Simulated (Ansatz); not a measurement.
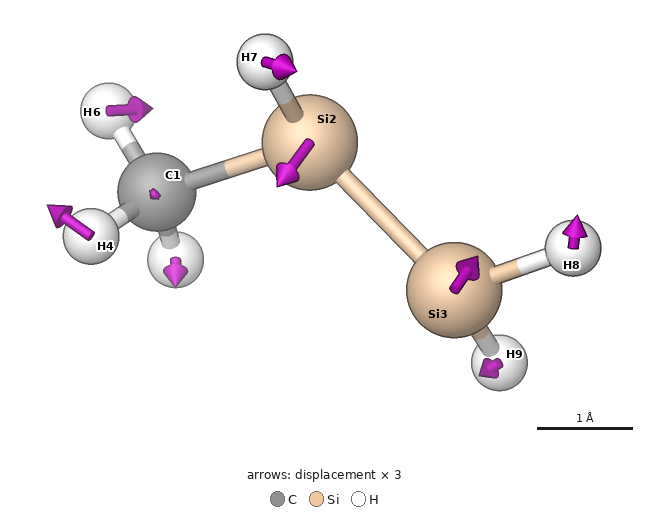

This is a relaxation of CH₆Si₂. The starting structure is drawn; purple arrows show the displacements, 3 times their true length. The two geometries are superimposed by the best rigid fit.

A ball-and-stick model, seen from a free direction.

Level of theory: RKS PBE0-D4/def2-TZVP (Ansatz 0.2.0).

Input file:
```yaml
crystal:
  periodic: [false, false, false]
  atoms:
    - {symbol: C, position_ang: [-0.581200, 1.169650, -0.870830]}
    - {symbol: Si, position_ang: [0.364340, -0.449910, -0.540910]}
    - {symbol: Si, position_ang: [0.506440, -1.156880, 1.544350]}
    - {symbol: H, position_ang: [0.036410, 2.037420, -0.649300]}
    - {symbol: H, position_ang: [-1.475780, 1.234310, -0.257980]}
    - {symbol: H, position_ang: [-0.888420, 1.245730, -1.911570]}
    - {symbol: H, position_ang: [1.592500, -0.300770, -1.348980]}
    - {symbol: H, position_ang: [1.204730, -2.432920, 1.763460]}
    - {symbol: H, position_ang: [-0.759010, -1.346640, 2.271750]}
basis:
  gaussian: {orbitals: def2-TZVP}
hamiltonian: {xc: pbe0, dispersion: d4}
relax: {f_tol: 0.005, max_steps: 200}
```

Command:
```bash
ansatz run in.yaml --threads 2 --pin off --events-out ev --progress --plain --max-ram 4352MiB
```

> What happened in the run?

After 8 accepted moves (10 points after the start) the energy has fallen by 14.3 kJ/mol. Largest force component: 0.89 eV/Å at the start, 0.0039 eV/Å at the end. The line search rejected the trial steps at points 4, 7 of the run. The largest move after the best rigid fit is that of Si2, 0.24 Å. By element the largest moves are Si 0.24 Å, H 0.21 Å, C 0.04 Å. Some distances before and after: Si2–Si3 2.206 → 2.144 Å, C1–Si2 1.904 → 1.869 Å, Si3–H8 1.471 → 1.481 Å, Si2–H7 1.478 → 1.484 Å. Bond angles that change, for instance: H8–Si3–H9 102.9° → 114.0°, C1–Si2–H7 103.4° → 114.0°, C1–Si2–Si3 117.9° → 124.1°. Cost: 31 s on 2 threads of Arm Neoverse V1 (shared host).
